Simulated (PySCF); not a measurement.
# C4H7ClOSi: what the fields show

```xyz
14

C    -2.0458   -0.4333   -0.0418
C    -0.7712   -0.0968   -0.1271
C    -0.2938    1.3342   -0.0563
O     1.0771    1.3903    0.2657
Si    1.8217   -0.0499    0.4383
Cl    3.5078   -0.0500   -0.6427
C     0.3701   -1.0619   -0.2645
H    -2.3632   -1.4602   -0.0924
H    -2.8217    0.3049    0.0688
H    -0.4318    1.8348   -1.0224
H    -0.8495    1.8942    0.7019
H     2.1228   -0.3147    1.8384
H     0.5280   -1.2899   -1.3218
H     0.1488   -2.0022    0.2338
```

Geometry: GFN2-xTB.

All numbers below come from CAM-B3LYP/def2-SVPD, SCF density, gas phase in PySCF.

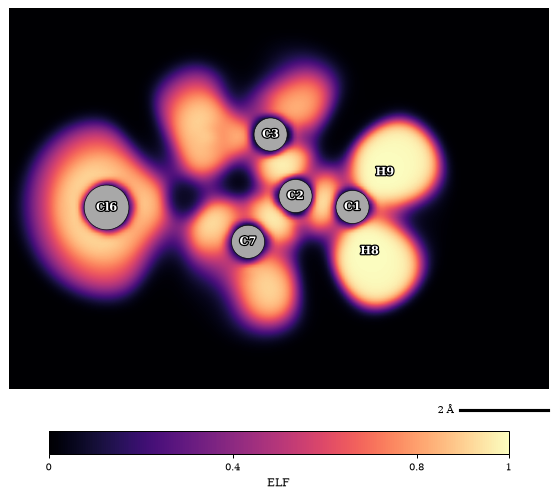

Figure 1. ELF on the plane of atoms C2, C1 and H8. Grey discs cover the atomic cores.

Read the bonding off the picture.

- The plane passes through C, Cl and H nuclei.
- C–C (1.32 Å): the ELF peaks at about 0.95 between the atoms (a multiple bond).
- C–H (1.08 Å): the ELF climbs to about 1 towards the hydrogen, as it does in any bond to H (a covalent bond by its length).
- C–C (1.50 Å): the ELF peaks at about 0.95 between the atoms; localised, covalent bonding.
- The ELF also peaks beside Cl6 and O4, away from the bonds: lone-pair regions.

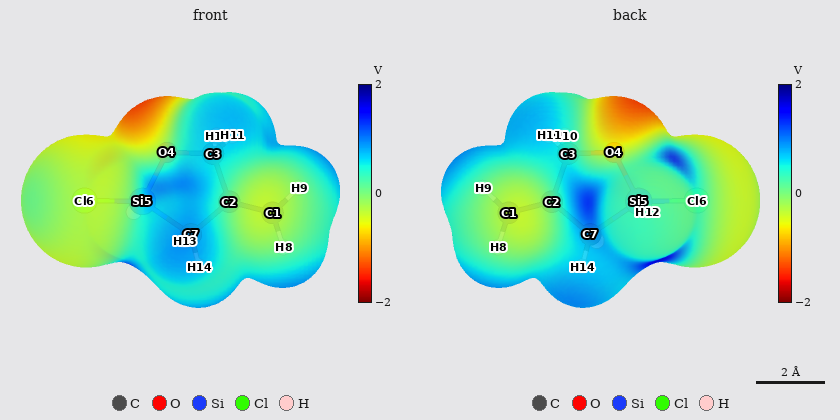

Figure 2. The molecular electrostatic potential painted on the density surface at 0.002 e/bohr³, seen from the front and from behind; red is negative and blue positive.

Describe the electrostatic potential map.

The most negative region (about −1.3 V) lies over O4, the most positive (about +1.4 V) over Si5. O4 is the likeliest acceptor of a hydrogen bond.

What dipole moment does the calculation give?

Its dipole moment is 2.09 D.
